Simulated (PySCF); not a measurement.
C5H11FOSi

The calculation's input:

```
{"job": {"kind": "nmr", "xc": "PBE0", "basis": "pcSseg-1"}, "charge": 0, "multiplicity": 1}
C     -1.149467     1.689238     0.974509
Si    -1.038017     0.426264    -0.437665
C     -1.595607    -1.308862     0.099337
C      0.737521     0.383041    -1.178229
C      1.628672    -0.708443    -0.610937
F      2.825435    -0.768594    -1.308979
C      1.942703    -0.491055     0.842965
O      1.115657    -0.377231     1.701918
H     -0.785711     2.663954     0.662028
H     -0.566747     1.375986     1.834876
H     -2.177402     1.813807     1.299999
H     -1.889780     0.871610    -1.559736
H     -1.049027    -1.646610     0.974263
H     -1.455019    -2.040294    -0.691526
H     -2.650500    -1.306704     0.354911
H      0.676912     0.220833    -2.254395
H      1.233915     1.342786    -1.032567
H      1.161209    -1.694542    -0.735380
H      3.025449    -0.435934     1.057146
```

Run with:

```sh
OMP_NUM_THREADS=1 python probes_run.py task.json out
```

Geometry: GFN2-xTB.

The calculation used PBE0/pcSseg-1, SCF density, gas phase, non-relativistic in PySCF 2.14.0.

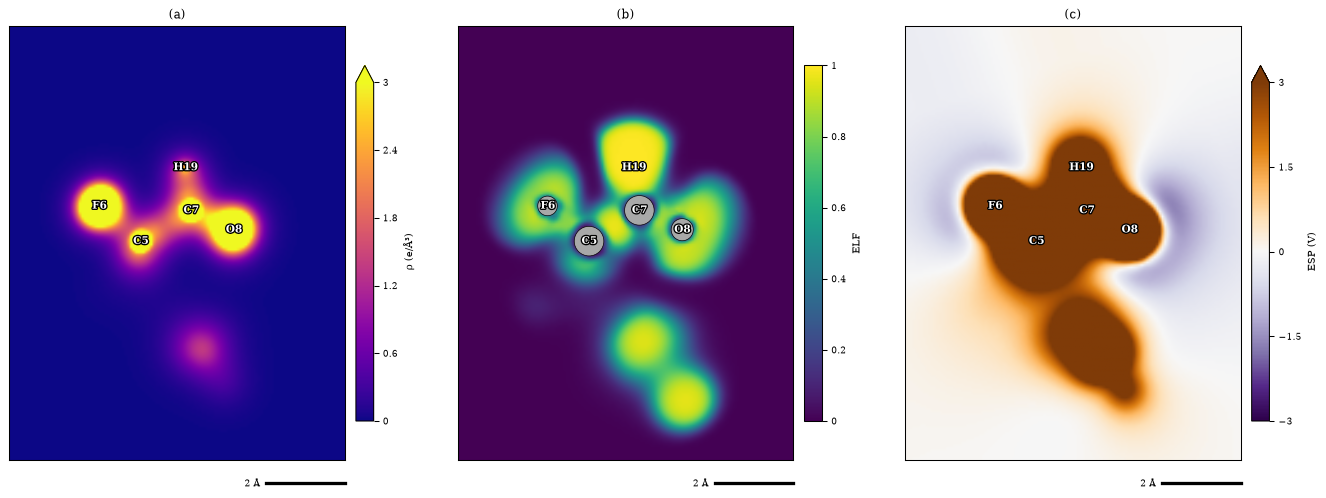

Figure 1. (a) total electron density; (b) electron localisation function; (c) molecular electrostatic potential on the plane of atoms O8, C7 and H19. Grey discs cover the atomic cores in the ELF map.

What do the fields say about this system?

- Atoms in the plane: C, F, O and H.
- C–O (1.20 Å): ρ at the midpoint is about 3.4 e/Å³; the ELF peaks at about 0.85 between the atoms; a multiple bond.
- C–F (1.39 Å): ρ at the midpoint is about 2 e/Å³, with its minimum of 1.6 e/Å³ about 0.5 Å from C; the ELF peaks at about 0.80 between the atoms (a polar covalent bond).
- C–C (1.50 Å): the density is about 1.8 e/Å³ at the midpoint; the ELF peaks at about 0.95 between the atoms, as expected for a covalent bond.
- C–H (1.11 Å): ρ at the midpoint is about 2 e/Å³; the ELF climbs to about 1 towards the hydrogen, as it does in any bond to H (a covalent bond by its length).
- The ELF also peaks beside O8 and F6, away from the bonds: lone-pair regions.
- Outside the dense part of the molecule the potential is most negative (−1.6 V) near O8.

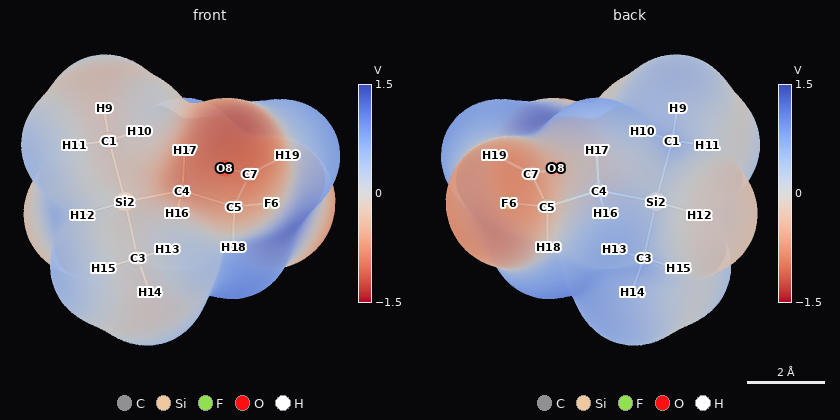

Figure 2. The molecular electrostatic potential painted on the density surface at 0.001 e/bohr³, seen from the front and from behind; red is negative and blue positive.

Which sites attract a positive test charge, and which a negative one?

A positive charge is drawn to the negative regions and a negative charge to the positive ones. The most negative region (about −1.1 V) lies over O8, the most positive (about +1.0 V) over the π face of C7. O8 is the likeliest acceptor of a hydrogen bond.

What dipole moment does the calculation give?

Its dipole moment is 0.50 D.
